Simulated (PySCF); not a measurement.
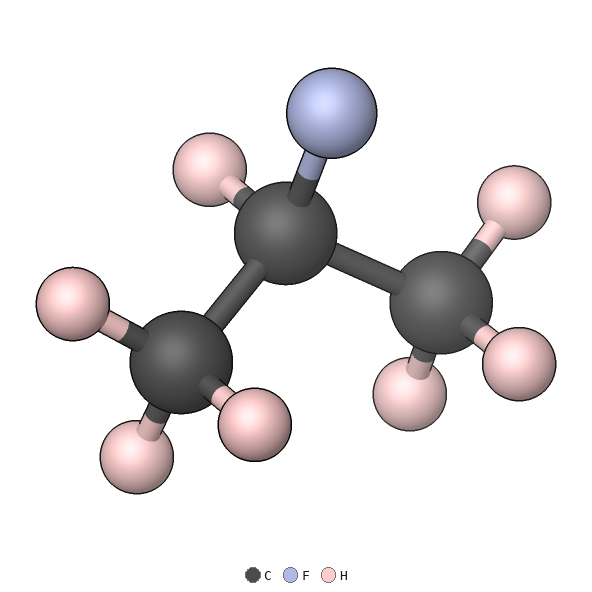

A ball-and-stick model of a molecule.

The geometry was computed by an optimisation with PBE0-D3(BJ)/def2-SVP. No frequency run is at hand to confirm it as a minimum.

Describe the molecule.

It has 11 atoms: 3 carbon, 7 hydrogen and 1 fluorine (C₃H₇F). SMILES: `CC(C)F`. It has no ring. Among its groups: C–F bond. The point group is Cs. Coordination: 3 C tetrahedral.

More results for the same structure follow; atom numbers are the same in all pictures, views and colours differ.

### Bond orders

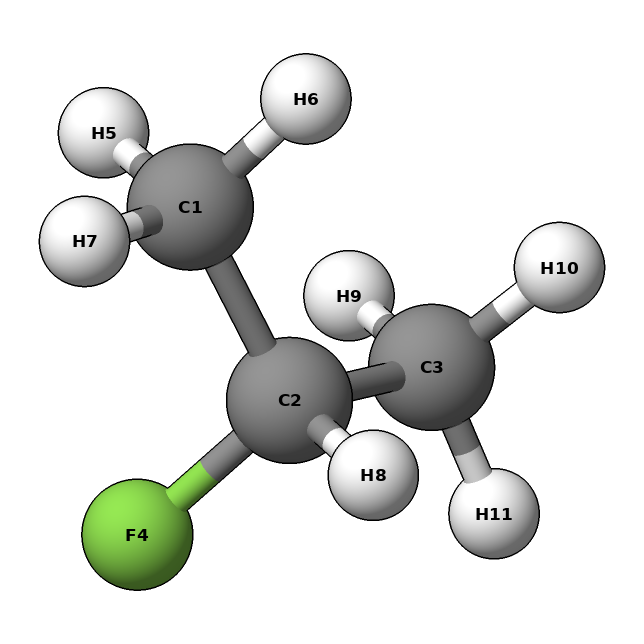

Every bond is drawn as one stick. No frequency run is at hand to confirm it as a minimum. Method: PBE0/pcSseg-1 (PySCF 2.14.0).

List the Mayer bond orders of C1–C2, C2–F4, C2–H8, C1–H5, C1–H6, C1–H7 (one bond of each equivalent set).

```
 bond  Mayer order  length (Å)
C1–C2         1.04       1.512
C2–F4         0.88       1.385
C2–H8         0.94       1.106
C1–H5         0.96       1.101
C1–H6         0.96       1.100
C1–H7         0.96       1.099
```

### Electronic properties

No frequency run is at hand to confirm it as a minimum. Level of theory: PBE0/pcSseg-1, gas phase (PySCF 2.14.0).

Give the HOMO energy (Kohn–Sham orbital) at this level.

Answer. −9.12 eV.

Estimate the LUMO energy (Kohn–Sham orbital).

Answer. 1.49 eV.

What is the dipole moment?

Answer. 1.88 D.

### NMR shielding

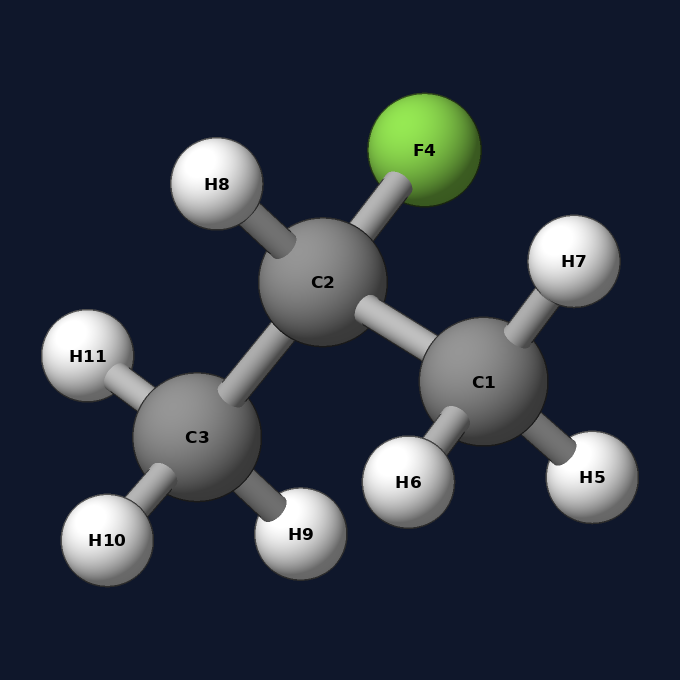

No frequency run is at hand to confirm it as a minimum. Method: GIAO PBE0/pcSseg-1 NMR shielding, non-relativistic, gas phase (PySCF 2.14.0). Principal shieldings σ11 ≤ σ22 ≤ σ33, span Ω = σ33 − σ11, skew κ = 3(σiso − σ22)/Ω.

Which C atom has the most anisotropic shielding?

Answer. C2, with a span of 94 ppm.

Give the shielding tensors of the C atoms.

```
  atom    σ11    σ22    σ33   σiso     Ω     κ
C1, C3  144.1  151.7  184.4  160.1  40.3  0.62
    C2   61.0   79.0  154.7   98.2  93.6  0.62
```

Shieldings and span in ppm.
